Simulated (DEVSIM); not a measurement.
System: Au/SiO2/p-Si capacitor, at 300 K.

```tsv
layer (left to right)	material	thickness (nm)	Na (cm⁻³)
1	SiO2	28.0	-
2	Si	1700	1.1e17
```

Metal gate on the left, work function 5.1 eV. Fixed charge at the semiconductor interface -1.7e10 cm⁻² (in units of +e); no interface traps.

Constants are typed, rounded textbook-type inputs, not results; the design itself was drawn at random and stands for no fabricated device. Values at 300 K.

```csv
parameter,SiO2,Si
gap (eV),9,1.124
affinity (eV),0.9,4.05
permittivity,3.9,11.7
Nc (cm⁻³),-,2.86e19
Nv (cm⁻³),-,3.1e19
```

DEVSIM, 1D Poisson equation in equilibrium, Boltzmann statistics, complete ionisation; no quantum confinement or tunnelling. Metal contacts follow the ideal Schottky-Mott rule: no Fermi-level pinning, no interface dipoles.

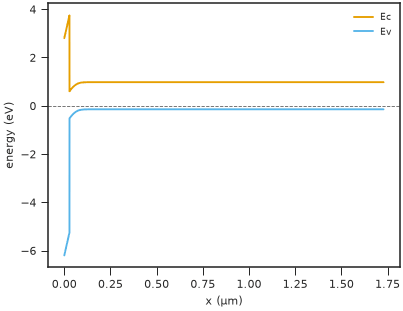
Band edges at 1.4 V on the gate

Energies count from the Fermi level of the right contact; mesh points crowd at the junctions.

| x (μm) | Ec (eV) | Ev (eV) | n (cm⁻³) | p (cm⁻³) | field (V/cm) |
|---|---|---|---|---|---|
| 0.000 | 2.800 | -6.200 | < 1e2 | < 1e2 | 340000 |
| 0.001404 | 2.848 | -6.152 | < 1e2 | < 1e2 | 340000 |
| 0.004360 | 2.947 | -6.053 | < 1e2 | < 1e2 | 340000 |
| 0.01059 | 3.158 | -5.842 | < 1e2 | < 1e2 | 340000 |
| 0.02179 | 3.537 | -5.463 | < 1e2 | < 1e2 | 340000 |
| 0.02572 | 3.669 | -5.331 | < 1e2 | < 1e2 | 340000 |
| 0.02758 | 3.732 | -5.268 | < 1e2 | < 1e2 | 340000 |
| 0.02928 | 0.610 | -0.514 | 1.6e9 | 7.3e10 | 110000 |
| 0.03235 | 0.643 | -0.481 | 4.6e8 | 2.5e11 | 100000 |
| 0.03926 | 0.710 | -0.414 | 3.4e7 | 3.4e12 | 91000 |
| 0.05484 | 0.831 | -0.293 | 320000 | 3.6e14 | 64000 |
| 0.1096 | 0.974 | -0.150 | 1200 | 9.3e16 | 3400 |
| 0.2133 | 0.978 | -0.146 | 1100 | 1.1e17 | ≈ 0 |
| 0.4470 | 0.978 | -0.146 | 1100 | 1.1e17 | ≈ 0 |
| 1.143 | 0.978 | -0.146 | 1100 | 1.1e17 | ≈ 0 |
| 1.469 | 0.978 | -0.146 | 1100 | 1.1e17 | ≈ 0 |
| 1.614 | 0.978 | -0.146 | 1100 | 1.1e17 | ≈ 0 |
| 1.678 | 0.978 | -0.146 | 1100 | 1.1e17 | ≈ 0 |
| 1.712 | 0.978 | -0.146 | 1100 | 1.1e17 | ≈ 0 |
| 1.722 | 0.978 | -0.146 | 1100 | 1.1e17 | ≈ 0 |
| 1.726 | 0.978 | -0.146 | 1100 | 1.1e17 | ≈ 0 |
| 1.728 | 0.978 | -0.146 | 1100 | 1.1e17 | ≈ 0 |
